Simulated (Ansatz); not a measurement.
**AlF₂HS: basis-set convergence**

How large a basis does AlF₂HS need? Two functionals are run in growing sets.

Program: Ansatz 0.2.0, Gaussian basis. Level of theory: one geometry, several basis sets. These are calculated values, not measurements.

Plan: PBE0-D4/def2-SVP; ωB97M-V/def2-SVP; PBE0-D4/def2-QZVPP; ωB97M-V/def2-QZVPP; the functionals' def2-TZVPP values are taken from earlier runs.

## (1) The relaxed structure

An earlier PBE0-D4 in a triple-zeta def2 set relaxation fixed the geometry.

SMILES `[F][Al]([F])[SH]`, 5 atoms, charge 0, spin multiplicity 1.

Atoms are counted from 1 here; the program's logs count them from 0.

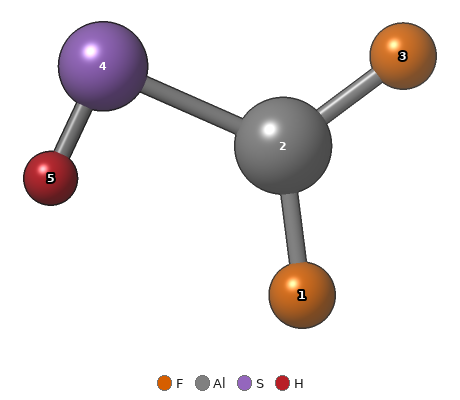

The geometry (fluorine orange, aluminium grey, sulfur purple, hydrogen red); atoms are numbered from 1 in the order of the file.

As a file:

```xyz
5
AlF2HS
F     0.8922    0.3879    1.4955
Al    0.3403   -0.4647    0.2110
F     0.8206   -2.0156    0.0146
S    -1.0034    0.4257   -1.2160
H    -0.9997    1.5930   -0.5464
```

## (2) PBE0-D4 in def2-SVP

Contents of in.yaml:

```yaml
crystal:
  periodic: [false, false, false]
  atoms:
    - {symbol: F, position_ang: [0.892196, 0.387858, 1.495497]}
    - {symbol: Al, position_ang: [0.340259, -0.464678, 0.210979]}
    - {symbol: F, position_ang: [0.820593, -2.015593, 0.014607]}
    - {symbol: S, position_ang: [-1.003416, 0.425729, -1.216034]}
    - {symbol: H, position_ang: [-0.999732, 1.592985, -0.546450]}
basis:
  gaussian: {orbitals: def2-SVP}
hamiltonian: {xc: pbe0, dispersion: d4}
output: {orbitals: {seedname: orbitals}}
```

Further steps of the session: ωB97M-V in def2-SVP; PBE0-D4 in def2-QZVPP; ωB97M-V in def2-QZVPP.

Before running them: what should the planned runs give, taken together? Wanted: PBE0-D4: double and triple zeta above quadruple; ωB97M-V: double and triple zeta above quadruple.

As calculated:

```
                                       quantity           value
PBE0-D4: double and triple zeta above quadruple  14.03, 0.87 eV
ωB97M-V: double and triple zeta above quadruple  14.06, 0.82 eV
```

**Reading.** For PBE0-D4 the step from double to triple zeta gains 13.16 eV and the next only 0.87 eV. Total energies overstate the basis error of differences, where much of it tends to cancel. The LUMO of ωB97M-V is positive and keeps falling with the basis (0.76 to 0.21 eV): an unbound level that the basis holds in place.
